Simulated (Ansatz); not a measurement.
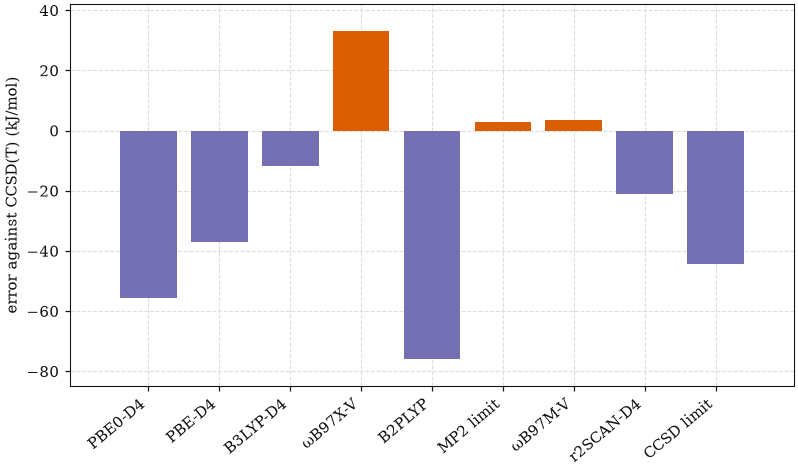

Error in the electronic atomisation energy (method less reference, so positive means overbinding) of Si₃NH₈Cl, SMILES [SiH3]N[SiH2][SiH2]Cl: functionals in def2-TZVPP against frozen-core CCSD(T) at the limit (MP2 extrapolated from triple and quadruple zeta, plus CCSD(T) less MP2 in a smaller set), which gives 4052.0 kJ/mol, at a PBE0-D4/def2-TZVP geometry (no frequency check), no zero-point or spin-orbit term, the Ansatz code 0.2.0. The reference leaves out core correlation, a term that grows with the number of heavy atoms. B2PLYP holds a correlation term that converges slowly with the basis, so part of the distance to the limit is basis error. No dispersion term is added to B2PLYP. Limit means the basis limit.

> What range do the values span?

From −76.1 kJ/mol (B2PLYP) to 33.2 kJ/mol (ωB97X-V).

> Give the values.

| level | kJ/mol |
| --- | --- |
| PBE0-D4 | −55.5 |
| PBE-D4 | −37.2 |
| B3LYP-D4 | −11.7 |
| ωB97X-V | 33.2 |
| B2PLYP | −76.1 |
| MP2 limit | 2.9 |
| ωB97M-V | 3.6 |
| r2SCAN-D4 | −21.0 |
| CCSD limit | −44.4 |

Caveats, for all or some of the runs: one conformer of a flexible molecule.
